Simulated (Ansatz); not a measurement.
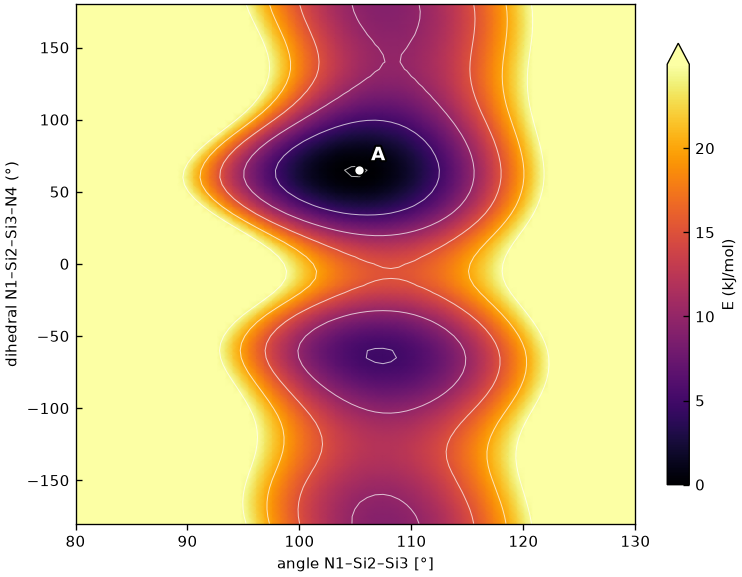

ClH7N2Si2, SMILES N[SiH2][SiH](N)Cl. Coordinates scanned: (1) angle N1–Si2–Si3; (2) dihedral N1–Si2–Si3–N4. Nothing is relaxed (all other coordinates rigid). The grid has 15 × 15 points. Points are written as (first, second). All energies are given in kJ/mol relative to the lowest grid point. Method: RHF/def2-SVP (Ansatz 0.2.0).

Drawn: a smooth colour map with a few white contour lines, one colour for all values above the top of the scale, the point A. Between grid points the surface is interpolated.

What is the easiest way out of the well at A, and how high is the barrier?

The easiest path leads from the well at about (105°, 65°) to the well at about (107°, −180°), about 9.2 kJ/mol higher. Its highest point lies about 10 kJ/mol above the bottom of the first well on the interpolated surface, at about (108°, 140°). Seen from the upper well the barrier is about 0.82 kJ/mol. The start is the relaxed structure and all else is held, so a fully relaxed path at this level can only be lower.

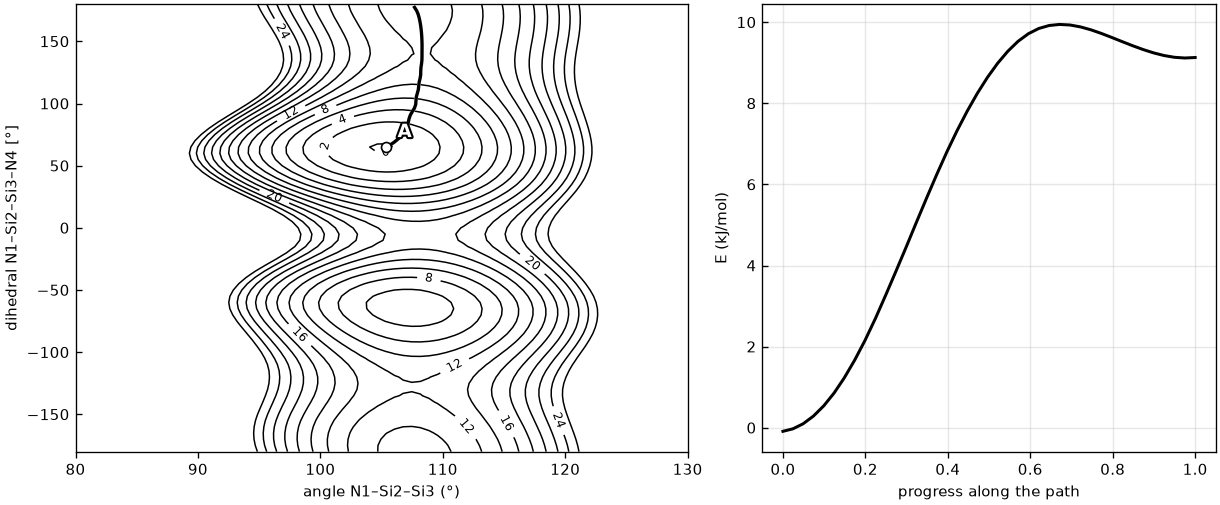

Drawn: contour lines labelled in kJ/mol (none above 26), a line along the lowest path, the energy along the path at the right. Between grid points the surface is interpolated.
